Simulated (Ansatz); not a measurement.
# CH3BCl: the cost of one run

Computed with Ansatz 0.2.0. Level: RKS CAM-B3LYP-D4/def2-SVPD.

## Step 1: The system as given

6 atoms, charge -1, spin multiplicity 1.

Atoms are counted from 1 here; the program's logs count them from 0.

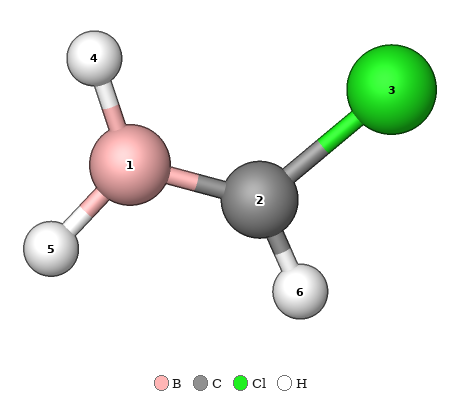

The starting geometry (boron pink, carbon grey, chlorine green, hydrogen white); atoms are numbered from 1 in the order of the file.

Geometry (Å):

```xyz
6
charge -1, multiplicity 1
B    -0.5555    0.0682   -0.5880
C     0.4312    0.1223    0.4762
Cl    1.2605   -1.3596    1.1888
H    -0.9518   -0.9686   -1.1173
H    -1.0257    1.1446   -0.9723
H     0.8413    0.9931    1.0127
```

This geometry comes from a loose relaxation at PBE in a small basis, which is not shown.

## Step 3: The grid

First coordinate, angle H5–B1–C2: 15 values from 93.0 to 143.0 °. Second coordinate, angle H6–C2–B1: 15 values from 104.7 to 154.7 °.

Nothing else is relaxed (all other coordinates rigid). Energies count from the relaxed molecule at the same level.

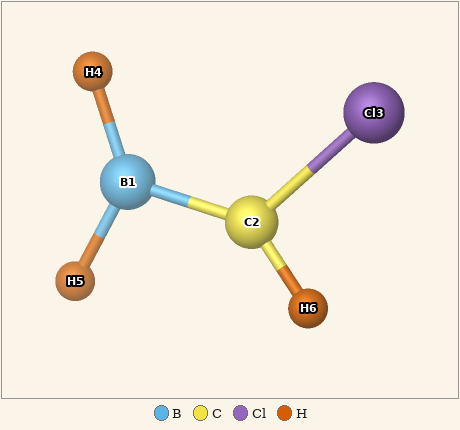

The geometry at angle H5–B1–C2 = 103.7°, angle H6–C2–B1 = 140.5°.

(The set-up runs are not shown.)

## Step 4: Grid point angle H5–B1–C2 = 118.0°, angle H6–C2–B1 = 129.7°

File input.yaml:

```yaml
crystal:
  periodic: [false, false, false]
  atoms:
    - { symbol: B, position_ang: [-0.550118, 0.073832, -0.578739] }
    - { symbol: C, position_ang: [0.430688, 0.126121, 0.473547] }
    - { symbol: Cl, position_ang: [1.241387, -1.358114, 1.173462] }
    - { symbol: H, position_ang: [-0.932183, -0.960017, -1.101372] }
    - { symbol: H, position_ang: [-1.02863, 1.1305, -0.971772] }
    - { symbol: H, position_ang: [0.838214, 0.987884, 1.004192] }
total_charge: -1
basis:
  gaussian: { orbitals: def2-SVPD }
hamiltonian:
  xc: { name: CAM-B3LYP }
  dispersion: d4
output:
  forces: true
```

Run with:

```sh
ansatz run input.yaml --threads 1 --pin off --max-ram 2560MiB --backend cpu --events-out ev --progress --plain --runs-dir out
```

What time and memory should one allow on 1 thread of Arm Neoverse V2, shared host?

About 2.3 s, with a peak of 0.16 GiB.
